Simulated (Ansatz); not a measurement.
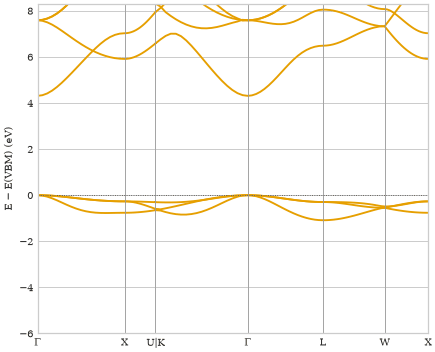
Band structure from PBE (plane waves, PAW; program Ansatz)

Problem. Read off the gap and where the band edges lie.

Solution. About 4.3 eV (4.31 eV by a search for the band edges); maximum at Γ, minimum at Γ.

The material is KBr (rock salt, Fm-3m).

The PBE relaxation kept the symmetry of its start; phonons on a q-mesh show no instability. Scalar-relativistic: spin–orbit coupling is off unless named, which matters more the heavier the elements.

Potentials: the later of the program's two PAW sets.
